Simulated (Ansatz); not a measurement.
```yaml
crystal:
  periodic: [false, false, false]
  atoms:
    - {symbol: S, position_ang: [-1.648814, 0.212512, -0.478575]}
    - {symbol: Cd, position_ang: [0.420287, -0.458833, 0.339283]}
    - {symbol: Cl, position_ang: [2.433893, -1.144118, 1.154027]}
    - {symbol: H, position_ang: [-1.112780, 1.414664, -1.077253]}
basis:
  gaussian: {orbitals: def2-TZVPP}
hamiltonian: {xc: r2scan, dispersion: d4}
```

Geometry: moved along internal coordinates away from the minimum.

Work out the structure from the coordinates.

The molecule is CdClHS. As SMILES it reads `[SH][Cd][Cl]`. All atoms lie on one plane. Coordination: 1 S bent; 1 Cd linear.

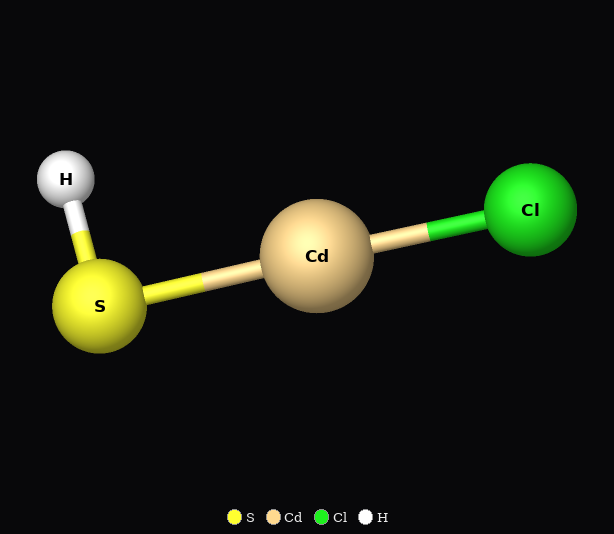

Source: calculation with Ansatz.
